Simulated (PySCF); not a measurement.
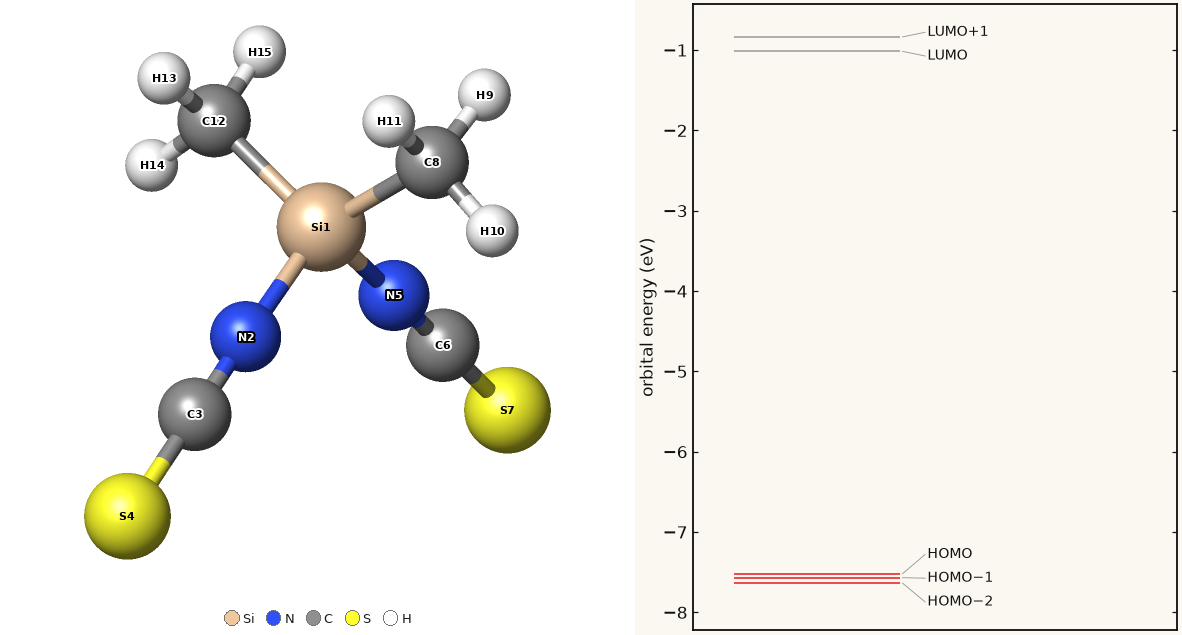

C₄H₆N₂S₂Si. Kohn-Sham orbital energies near the frontier, PBE0/def2-SVPD, PySCF 2.14.0, at a PBE0-D3(BJ)/def2-SVP geometry (no frequency check), isolated molecule; empty levels in grey, levels within 0.03 eV side by side.

> Where do the frontier orbitals lie?

HOMO at −7.52 eV, LUMO at −1.02 eV, 6.50 eV apart.

> On which atoms do HOMO and LUMO mostly sit?

HOMO: S7 29 %, S4 28 %, N5 11 %. LUMO: S4 16 %, C3 16 %, S7 16 % (Löwdin shares).

> List the levels with the atoms that carry most of them (a dash for levels above zero or within 0.03 eV of another, where shares mean little).

```tsv
orbital	energy (eV)	Löwdin shares
LUMO+1	−0.84	C3 15 %, S4 15 %, C6 15 %
LUMO	−1.02	S4 16 %, C3 16 %, S7 16 %
HOMO	−7.52	S7 29 %, S4 28 %, N5 11 %
HOMO−1	−7.57	S7 28 %, S4 25 %, N5 10 %
HOMO−2	−7.64	S4 30 %, S7 28 %, N2 11 %
```

Caveats: one conformer of a flexible molecule.
